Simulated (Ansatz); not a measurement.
```xyz
9

Ta   -0.1057   -0.0853   -0.0208
F     1.7704   -0.0911   -0.0256
Cl   -0.0129   -0.0136    2.3652
O    -0.1421   -0.2420   -1.8755
H    -0.1199   -0.2328   -2.8167
Cl   -1.3961    1.8751   -0.0714
N    -1.0587   -1.7767    0.1501
H    -1.2945   -2.2074    1.0252
H    -1.3499   -2.3269   -0.6375
```

Core potentials replace the inner electrons of Ta.

Method: RHF/def2-SVP (Ansatz).

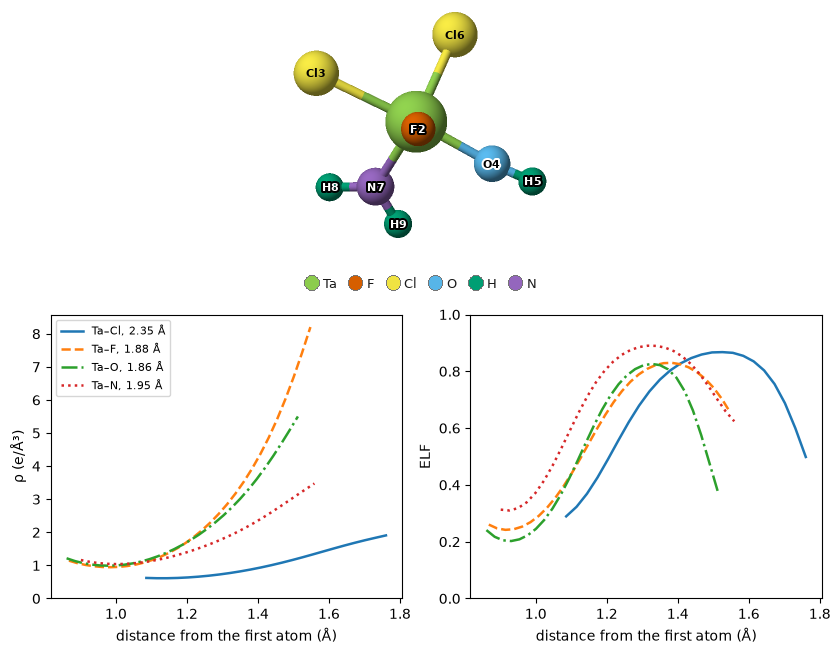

Cl$_{2}$FH$_{3}$NOTa. Electron density and electron localisation function along straight lines between neighbouring atoms. The curves leave out the atomic cores. The structure is drawn too.

Question: Compare the contacts.

Answer: Ta–Cl (2.35 Å): the density is about 0.62 e/Å³ at the midpoint; the ELF peaks at about 0.85 in the valence shell of Cl, 0.8 Å from its nucleus, and is about 0.45 at the midpoint.
Ta–F (1.88 Å): ρ at the midpoint is about 0.97 e/Å³; the ELF peaks at about 0.85 in the valence shell of F, 0.5 Å from its nucleus, and drops to about 0.25 between the two atoms.
Ta–O (1.86 Å): ρ at the midpoint is about 1 e/Å³; the ELF peaks at about 0.85 in the valence shell of O, 0.5 Å from its nucleus, and drops to about 0.20 between the two atoms.
Ta–N (1.95 Å): the density is about 1 e/Å³ at the midpoint; the ELF peaks at about 0.90 in the valence shell of N, 0.6 Å from its nucleus, and is about 0.35 at the midpoint.
